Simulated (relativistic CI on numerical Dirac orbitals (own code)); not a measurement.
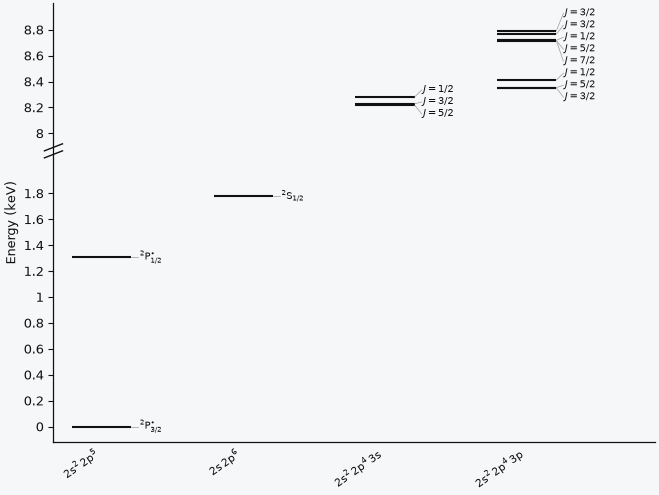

*Level diagram of Ta⁶⁴⁺.*

The lowest level is 2s² 2p⁵ ²P°₃/₂. The first excited level, 2s² 2p⁵ ²P°₁/₂, lies at 1.31 keV. The lowest level of opposite parity, 2s 2p⁶ ²S₁/₂, is at 1.78 keV. The levels are close to jj coupling (mean leading weight 66 % in LS and 100 % in jj).

```tsv
Configuration	Level	E (keV)	Landé g	Lifetime (s; – stable or not computed)
2s² 2p⁵	²P°₃/₂	0	1.300	–
2s² 2p⁵	²P°₁/₂	1.306	0.619	5.0×10⁻¹¹
2s 2p⁶	²S₁/₂	1.776	1.955	4.9×10⁻¹⁴
2s² 2p⁴ 3s	[(2p₃/₂)² 3s] J = 5/2	8.217	1.442	3.2×10⁻¹⁴
2s² 2p⁴ 3s	[(2p₃/₂)² 3s] J = 3/2	8.228	1.170	5.0×10⁻¹⁵
2s² 2p⁴ 3s	[(2p₃/₂)² 3s] J = 1/2	8.281	1.987	1.0×10⁻¹⁴
2s² 2p⁴ 3p	[(2p₃/₂)² 3p₁/₂] J = 3/2	8.351	1.442	2.0×10⁻¹²
2s² 2p⁴ 3p	[(2p₃/₂)² 3p₁/₂] J = 5/2	8.353	1.177	6.4×10⁻¹³
2s² 2p⁴ 3p	[(2p₃/₂)² 3p₁/₂] J = 1/2	8.411	0.647	6.8×10⁻¹³
2s² 2p⁴ 3p	[(2p₃/₂)² 3p₃/₂] J = 7/2	8.717	1.312	5.4×10⁻¹³
2s² 2p⁴ 3p	[(2p₃/₂)² 3p₃/₂] J = 5/2	8.717	1.310	5.4×10⁻¹³
2s² 2p⁴ 3p	[(2p₃/₂)² 3p₃/₂] J = 1/2	8.718	1.282	5.7×10⁻¹³
2s² 2p⁴ 3p	[(2p₃/₂)² 3p₃/₂] J = 3/2	8.765	1.311	3.1×10⁻¹³
2s² 2p⁴ 3p	[(2p₃/₂)² 3p₃/₂] J = 3/2	8.791	1.314	5.4×10⁻¹³
```

**Relativistic CI calculation, with input and output: Ta⁶⁴⁺**

System: Ta⁶⁴⁺.
Method: Dirac-Coulomb-Breit CI, KLI orbitals optimised for each configuration, model QED (radiative potential, 1s self-energy scaled to tabulated hydrogen-like ionisation energies) (relativistic CI on numerical Dirac orbitals, in-house).

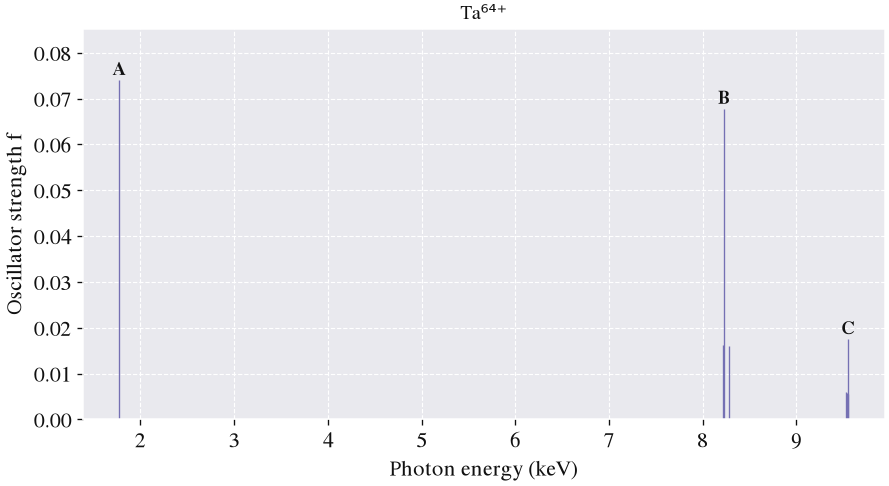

*Absorption lines from the lowest level (oscillator strengths f) for Ta LXV (Ta⁶⁴⁺).*

A: 2s 2p⁶ ²S₁/₂ ← 2s² 2p⁵ ²P°₃/₂, 1.776 keV, f = 0.074; B: 2s² 2p⁴ 3s [(2p₃/₂)² 3s] J = 3/2 ← 2s² 2p⁵ ²P°₃/₂, 8.228 keV, f = 0.068; C: 2s² 2p⁴ 3s [2p₁/₂ (2p₃/₂)³ 3s] J = 5/2 ← 2s² 2p⁵ ²P°₃/₂, 9.549 keV, f = 0.017. The strongest, A, lies in the soft X-ray region.

These pictures come from the run below.

### Input file
```
atom Ta  Z=73  charge=64  electrons=9
nucleus A=181  rms_radius_fm=5.3507
hamiltonian dirac-coulomb  breit=on  qed=on  c_scale=1
orbitals kli  potential=per-configuration
slater_scale 1
correlation none
mixing on
configurations
  [He] 2s2 2p5
  [He] 2s 2p6
  [He] 2s2 2p4 3s
  [He] 2p6 3s
  [He] 2s2 2p4 3p
  [He] 2p6 3p
  [He] 2p6 3d
end
```

The program writes its results to a structured record and prints no log; tables and figures of this report are taken from that record.

### Summary

```
           quantity                            value
            outcome                        converged
       lowest level                   2s² 2p⁵ ²P°₃/₂
first excited level  2s² 2p⁵ ²P°₁/₂, 10,529,948 cm⁻¹
    levels computed                               37
     SCF iterations                               44
           hardware        1 CPU thread, shared host
```
